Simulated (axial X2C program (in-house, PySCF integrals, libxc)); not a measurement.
# All-electron X2C curves of SbP⁺, part 2 of 2

Computed with an in-house X2C program for linear molecules on PySCF integrals; all-electron X2C, Sb dyall-cv3z, P dyall-v3z. Earlier steps stand in the parts before.

## Step 8: The spin-free curves together

Energy (eV) of the followed determinant, spin-free, from each level's lowest point:

| R (Å) | PBE0 | HF | MP2 | CCSD | CCSD(T) | TPSS |
| --- | --- | --- | --- | --- | --- | --- |
| 2.005 | 1.150 | 0.941 | 1.447 | n/a | n/a | 1.294 |
| 2.098 | 0.446 | n/a | n/a | n/a | n/a | 0.550 |
| 2.167 | 0.157 | n/a | n/a | n/a | n/a | 0.227 |
| 2.236 | 0.020 | 0.000 | 0.093 | 0.044 | 0.072 | 0.056 |
| 2.305 | 0.000 | 0.047 | 0.000 | 0.000 | 0.000 | 0.000 |
| 2.386 | 0.081 | 0.225 | 0.009 | 0.064 | 0.029 | 0.044 |
| 2.466 | 0.228 | 0.498 | 0.100 | 0.217 | 0.144 | 0.172 |
| 2.570 | 0.466 | 0.946 | 0.288 | 0.501 | 0.375 | 0.411 |
| 2.697 | 0.790 | 1.578 | 0.573 | n/a | n/a | 0.749 |
| 2.881 | 1.269 | 2.565 | 1.035 | n/a | n/a | 1.242 |

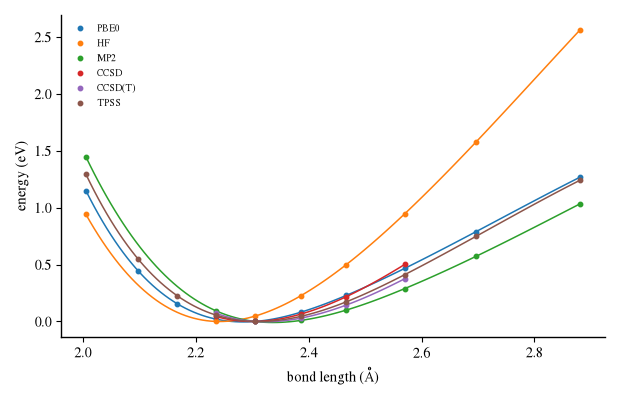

Curves of the followed state, spin-free, each from its own lowest point.

## Step 9: PBE0, 2c

State followed: Ω = 3/2 (excess of +ω over −ω: ω = 3/2). The scan is laid around 2.305 Å, a first estimate of the minimum, and this SCF restarts from the orbitals of the search.

The SCF at the reference distance of 2.305 Å:

```text
two-component X2C + atomic mean field  PBE0
basis functions 170  fitting functions 942  grid points 5079
iter        total energy     max residual
   1      -6818.564166236     1.64e+00
   2      -6819.449774585     1.46e-02
   3      -6819.442731945     2.34e-02
   4      -6819.451262663     9.01e-03
   5      -6819.453553041     9.11e-04
   6      -6819.453572302     2.88e-04
   7      -6819.453578186     2.86e-04
   8      -6819.453582677     1.35e-04
   9      -6819.453591095     9.81e-05
  10      -6819.453592611     1.68e-05
  11      -6819.453592632     2.45e-06
  12      -6819.453592633     1.03e-06
converged
one-electron -9699.42990098  Coulomb 2902.79290791  exact exchange -47.91429128  xc functional -146.70654197  nuclear repulsion 175.62714375  atomic mean-field constant -3.82291007
```

Along the bond, energies from the lowest point:

| R (Å) | E (eV) | μ (D) | HOMO (eV) | LUMO (eV) | iterations |
| --- | --- | --- | --- | --- | --- |
| 2.005 | 1.1773 | 0.81 | -13.87 | -11.94 | 12 |
| 2.098 | 0.4703 | 0.81 | -13.77 | -11.65 | 12 |
| 2.167 | 0.1764 | 0.82 | -13.56 | -11.45 | 12 |
| 2.236 | 0.0323 | 0.83 | -13.36 | -11.26 | 13 |
| 2.305 | 0.0000 | 0.85 | -13.17 | -11.09 | 12 |
| 2.386 | 0.0600 | 0.87 | -13.01 | -10.92 | 14 |
| 2.466 | 0.1854 | 0.88 | -12.90 | -10.77 | 13 |
| 2.570 | 0.4000 | 0.87 | -12.83 | -10.64 | 13 |
| 2.697 | 0.7021 | 0.82 | -12.78 | -10.53 | 13 |
| 2.881 | 1.1556 | 0.75 | -12.76 | -10.44 | 13 |

Dipoles are positive if P is the positive end and refer to the centre of mass.

Outer spinors at the reference distance:

```
   ω  occupied  ε (eV)             atomic character     λ mixture
 1/2       yes  -24.32   51% P s, 30% Sb s, 8% Sb p        100% σ
-1/2       yes  -23.47    42% P s, 40% Sb s, 6% P p        100% σ
 1/2       yes  -19.63   48% Sb s, 27% P s, 12% P p        100% σ
-1/2       yes  -19.19  40% Sb s, 35% P s, 11% Sb p        100% σ
 1/2       yes  -14.03   45% P p, 40% Sb p, 7% Sb s   96% σ, 4% π
-1/2       yes  -13.99   52% P p, 40% Sb p, 2% Sb d  75% π, 25% σ
 3/2       yes  -13.79   65% P p, 29% Sb p, 4% Sb d        100% π
-1/2       yes  -13.73   54% P p, 34% Sb p, 5% Sb s  74% σ, 26% π
 1/2       yes  -13.17    58% Sb p, 36% P p, 2% P d   96% π, 4% σ
-3/2        no  -11.09            55% Sb p, 41% P p        100% π
-1/2        no   -9.50   58% Sb p, 34% P p, 3% Sb d   99% π, 1% σ
 3/2        no   -9.19    65% Sb p, 27% P p, 3% P d        100% π
 1/2        no   -8.94   57% P p, 34% Sb p, 6% Sb d        100% π
```

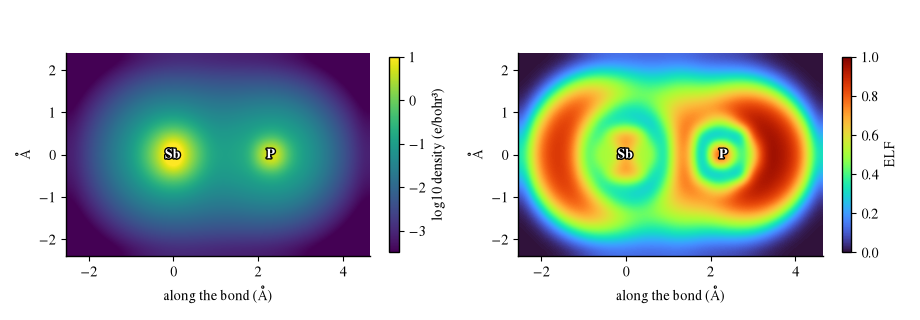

PBE0 fields in a plane through the axis, from a grid of 0.3 Å; Sb lies at z = 0 and P at z = 2.305 Å; the ELF is damped to zero where the density is low.

Re = 2.295 Å, ωe = 436 cm⁻¹, ωexe = 2.72 cm⁻¹, Be = 0.1298 cm⁻¹, De = 3.24 eV, μ = 0.84 D.

## Step 10: HF, 2c

The SCF at the reference distance of 2.305 Å:

```text
two-component X2C + atomic mean field  HF
basis functions 170  fitting functions 942  grid points 5079
iter        total energy     max residual
   1      -6816.489924507     4.22e-01
   2      -6816.517569955     7.03e-03
   3      -6816.520601328     5.78e-03
   4      -6816.522740857     5.89e-03
   5      -6816.524516941     5.27e-03
   6      -6816.528562298     3.42e-03
   7      -6816.530923351     1.33e-03
   8      -6816.530815967     1.37e-03
   9      -6816.530991535     3.43e-04
  10      -6816.530998293     2.71e-04
  11      -6816.531002921     1.18e-04
  12      -6816.531002510     1.27e-04
  13      -6816.531004340     4.70e-05
  14      -6816.531004559     2.55e-05
  15      -6816.531004717     1.58e-05
  16      -6816.531004762     6.72e-06
  17      -6816.531004769     3.82e-06
  18      -6816.531004771     1.46e-06
converged
one-electron -9698.09665188  Coulomb 2901.57137510  exact exchange -191.80996169  xc functional 0.00000000  nuclear repulsion 175.62714375  atomic mean-field constant -3.82291007
```

Re = 2.398 Å, ωe = 338 cm⁻¹, ωexe = 2.5 cm⁻¹, Be = 0.1189 cm⁻¹, De = 1.13 eV, μ = 0.44 D.

## Step 11: TPSS, 2c

The SCF at the reference distance of 2.305 Å:

```text
two-component X2C + atomic mean field  TPSS
basis functions 170  fitting functions 942  grid points 5079
iter        total energy     max residual
   1      -6819.668299229     1.71e-01
   2      -6819.670378458     5.12e-03
   3      -6819.669351396     6.99e-03
   4      -6819.667852781     1.01e-02
   5      -6819.670639532     6.77e-04
   6      -6819.670656306     3.48e-04
   7      -6819.670663213     1.30e-04
   8      -6819.670666596     7.14e-05
   9      -6819.670667016     6.60e-06
  10      -6819.670667018     1.85e-06
converged
one-electron -9698.90858063  Coulomb 2902.24530128  exact exchange 0.00000000  xc functional -194.81162136  nuclear repulsion 175.62714375  atomic mean-field constant -3.82291007
```

Re = 2.317 Å, ωe = 431 cm⁻¹, ωexe = 1.94 cm⁻¹, Be = 0.1274 cm⁻¹, De = 3.49 eV, μ = 0.90 D.

## Step 12: Correlated methods, 2c

Correlated methods: 9 electrons correlated (frozen shells, counted by type: Sb 4 s, 3 p, 2 d; P 2 s, 1 p), 229 virtual spinors in MP2, 90 natural virtuals in coupled cluster.

Output of the correlated part at 2.305 Å:

```text
correlated 9  virtual 229  natural virtual 90  E(MP2) -0.175880908  MP2 remainder -0.004032127
iter   CCSD correlation   residual
   1     -0.193577978   1.40e-01
   2     -0.203672444   7.53e-02
   3     -0.207119166   4.88e-02
   4     -0.210685950   3.61e-02
   5     -0.212389538   1.77e-02
   6     -0.212831874   5.96e-03
   7     -0.212931310   2.49e-03
   8     -0.212923095   1.22e-03
   9     -0.212924677   6.00e-04
  10     -0.212922344   2.85e-04
  11     -0.212924385   1.45e-04
  12     -0.212924170   7.21e-05
  13     -0.212925079   3.71e-05
  14     -0.212925887   1.85e-05
  15     -0.212926925   1.19e-05
  16     -0.212927573   6.43e-06
  17     -0.212927803   2.96e-06
  18     -0.212927918   1.50e-06
  19     -0.212927926   6.77e-07
(T) -0.013472532  T1 0.1107  D1 0.2491  max T2 0.136
```

MP2: Re = 2.314 Å, ωe = 367 cm⁻¹, Be = 0.1277 cm⁻¹, De = 2.33 eV.

CCSD: Re = 2.309 Å, ωe = 421 cm⁻¹, ωexe = 2.31 cm⁻¹, Be = 0.1282 cm⁻¹, De = 2.29 eV. T1 at Re = 0.078 (Lee–Taylor, the printed value over √2).

CCSD(T): Re = 2.309 Å, ωe = 435 cm⁻¹, ωexe = 2.17 cm⁻¹, Be = 0.1283 cm⁻¹, De = 2.50 eV. T1 at Re = 0.078 (Lee–Taylor, the printed value over √2).

## Step 13: A higher determinant, 2c

State: Ω = 1/2 (excess of +ω over −ω: ω = 1/2).

Output at the reference distance:

```text
two-component X2C + atomic mean field  PBE0
basis functions 170  fitting functions 942  grid points 5079
iter        total energy     max residual
   1      -6818.557733434     1.61e+00
   2      -6819.441594831     1.48e-02
   3      -6819.430472078     2.50e-02
   4      -6819.441835962     1.17e-02
   5      -6819.445560542     5.08e-04
   6      -6819.445567151     1.73e-04
   7      -6819.445568027     1.60e-04
   8      -6819.445568834     4.14e-05
   9      -6819.445569391     4.25e-05
  10      -6819.445569945     1.46e-05
  11      -6819.445569990     8.97e-06
  12      -6819.445570009     6.21e-06
  13      -6819.445570030     3.39e-06
  14      -6819.445570033     9.15e-07
  15      -6819.445570034     3.46e-07
converged
one-electron -9699.24152058  Coulomb 2902.59948394  exact exchange -47.90987758  xc functional -146.69788950  nuclear repulsion 175.62714375  atomic mean-field constant -3.82291007
```

| R (Å) | E above the lowest PBE0 point (eV) |
| --- | --- |
| 2.005 | 1.055 |
| 2.098 | 0.584 |
| 2.167 | 0.348 |
| 2.236 | 0.229 |
| 2.305 | 0.218 |
| 2.386 | 0.313 |
| 2.466 | 0.487 |
| 2.570 | 0.750 |
| 2.697 | 1.087 |

No constants are quoted: the points don't follow one smooth fit.

## Step 14: The 2c curves together

Energy (eV) of the followed determinant, 2c, from each level's lowest point:

| R (Å) | PBE0 | HF | MP2 | CCSD | CCSD(T) | TPSS |
| --- | --- | --- | --- | --- | --- | --- |
| 2.005 | 1.177 | 1.500 | 0.991 | n/a | n/a | 1.309 |
| 2.098 | 0.470 | 0.752 | 0.397 | 0.520 | 0.540 | 0.562 |
| 2.167 | 0.176 | 0.398 | 0.163 | 0.209 | 0.218 | 0.237 |
| 2.236 | 0.032 | 0.175 | 0.041 | 0.049 | 0.051 | 0.061 |
| 2.305 | 0.000 | 0.051 | 0.000 | 0.000 | 0.000 | 0.000 |
| 2.386 | 0.060 | 0.000 | 0.028 | 0.041 | 0.044 | 0.035 |
| 2.466 | 0.185 | 0.021 | 0.114 | 0.151 | 0.164 | 0.149 |
| 2.570 | 0.400 | 0.114 | 0.285 | 0.348 | 0.378 | 0.364 |
| 2.697 | 0.702 | 0.269 | 0.555 | n/a | n/a | 0.673 |
| 2.881 | 1.156 | 0.460 | 0.974 | n/a | n/a | 1.136 |

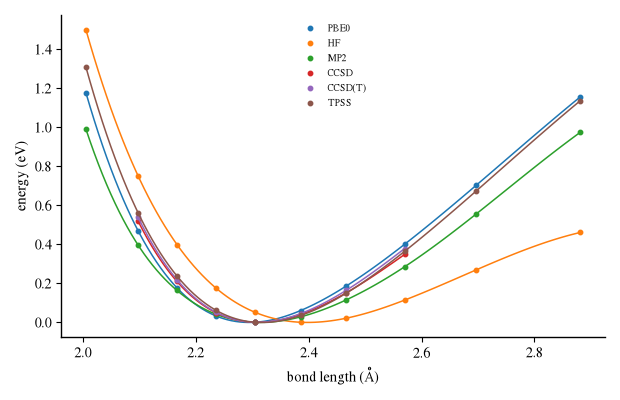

Curves of the followed state, 2c, each from its own lowest point.

The whole job took 3.6 min on 1 thread, shared host.

## Step 15: Results

What follows sums up all 2 parts.

Lowest determinant that the search found at its distance, spin-free: M_S = 1/2, Λ = 1 (beyond closed shells: π+α, π+β, π-α).

Lowest determinant that the search found at its distance, 2c: Ω = 3/2 (excess of +ω over −ω: ω = 3/2).

```csv
Hamiltonian,level,Re (Å),ωe (cm⁻¹),De (eV),μ (D)
spin-free,PBE0,2.284,464,3.19,0.79
spin-free,HF,2.242,534,0.553,0.63
spin-free,MP2,2.338,427,2.85,n/a
spin-free,TPSS,2.311,443,3.41,0.86
2c,PBE0,2.295,436,3.24,0.84
2c,HF,2.398,338,1.13,0.44
2c,MP2,2.314,367,2.33,n/a
2c,CCSD,2.309,421,2.29,n/a
2c,CCSD(T),2.309,435,2.50,n/a
2c,TPSS,2.317,431,3.49,0.90
```

Dipoles are positive if P is the positive end and refer to the centre of mass. No constants: spin-free CCSD (the scan has only 5 points); spin-free CCSD(T) (the scan has only 5 points).

Time per point (s) on 1 thread, shared host (2c runs; CCSD comes with the CCSD(T) run); the times are rough: PBE0 1.1, HF 1, MP2 1.2, CCSD(T) 7.1, TPSS 1.

What this shows: At MP2, going from spin-free to two-component changes Re by -24 mÅ, ωe by -14.2 %; the two runs may stand on different determinants, so this isn't spin–orbit coupling alone. De moves by -0.52 eV; both De rest on single-determinant atoms, which can miss part of an open shell's spin–orbit lowering.

De refers to Sb+ + P, each in the lowest determinant found, which need not be this curve's own limit. The state is a single determinant with fixed occupations, the lowest that a limited PBE0 search found. De is counted from the lowest determinant-based energies of the atoms at the same level, without counterpoise correction. Density functionals use the spin component along the axis (collinear). CCSD and (T) use frozen natural virtuals with an MP2 correction for the truncation. The meta-GGAs lack a current-density term, which matters for open shells with orbital currents, atoms included. At some level an empty orbital lies below a filled one. Some points did not converge and are left out. The spin-free determinant is spin-contaminated at some levels, which hurts MP2 most. With the outer-core shells frozen, correlated bond lengths of heavy atoms tend to come out a few hundredths of an ångström too long. T1 at Re is 0.078 (Lee–Taylor), above the customary mark of 0.02.
